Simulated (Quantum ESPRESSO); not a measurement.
# MnHg: energy over the lowest, antiferro q=(0,1/2,1/2) +- against volume, fitted and tested on a withheld row

System: MnHg, 1 Mn and 1 Hg in the cell, space group P4/mmm. From the study “How volume moves the moments of MnHg”.

Method: LDA; plane waves with GBRV 1.5 LDA potentials (Quantum ESPRESSO 7.5). Settings shared by all rows: cutoff 544.23 eV, fermi-dirac occupations, smearing width 0.1 eV.

Results; the value marked ? is withheld:

```csv
volume (factor),"energy over the lowest, antiferro q=(0,1/2,1/2) +- (meV an atom)"
0.8,139.0
0.86,60.2
0.92,43.6
0.96,57.6
1,86.7
1.05,138.6
1.1,202.9
1.16,?
```

**Question.** What energy over the lowest, antiferro q=(0,1/2,1/2) +- should the row at volume = 1.16 factor hold? Fit a suitable law to the other rows.

**Law.** Energy against volume follows the Birch–Murnaghan form, which is a polynomial in the Eulerian strain: third order, a cubic in t = (V/1)^(−2/3) − 1. In symbols, E = c0 + c1 t + c2 t² + c3 t³, with energy over the lowest, antiferro q=(0,1/2,1/2) +- in meV an atom.

**Fit.** Least squares on 7 rows gives c0 = 86.601, c1 = -1311.91, c2 = 9637.07 and c3 = 3624.97.

```csv
volume (factor),t,computed,fit,computed − fit
0.8,0.1604,139.0,139.07,-0.07
0.86,0.10578,60.2,59.95,0.25
0.92,0.057162,43.6,43.78,-0.18
0.96,0.027588,57.6,57.82,-0.22
1,0,86.7,86.60,0.10
1.05,-0.032003,138.6,138.34,0.26
1.1,-0.061564,202.9,203.05,-0.15
```

The slope vanishes at t = 0.06564, so the minimum lies at V = 1 × (1 + t)^(−3/2) = 0.909. That is the minimum of this magnetic state alone.

Shape and fractional positions are held, so this modulus can lie above that of a cell free to relax.

**Prediction.** At volume = 1.16 factor, t = -0.094209, so the law predicts 292.70 meV an atom. The computed value is 290.5 meV an atom, 2.20 below the prediction. The row lies beyond the fitted rows, so this is an extrapolation. The miss is 12 times the rms residual of the fit, 0.19.

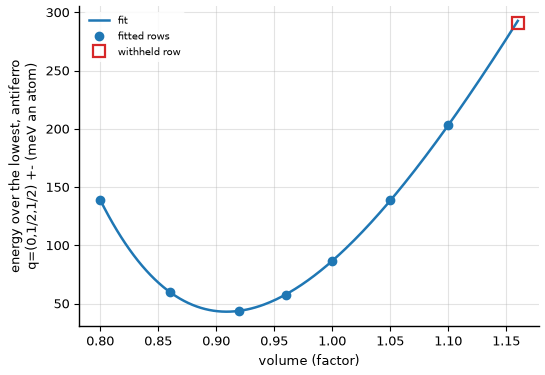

The rows, the fitted law and the withheld row.

[Logs and program files are shortened in this print: banners, set-up blocks, solver, clock and traceback lines can be left out without a mark of their own.]

[Logs are printed without paths, hosts, clocks, repeated set-up lines and the standing remarks that a program may print on its own settings, such as how far it seeks lower states.]

[Hosts, paths, dates, database ids (printed as entryN), source tags and the programs' standing remarks are cut or masked in the printed files.]

[Where a cell is said to come from a database of computed structures, the database is the Materials Project.]
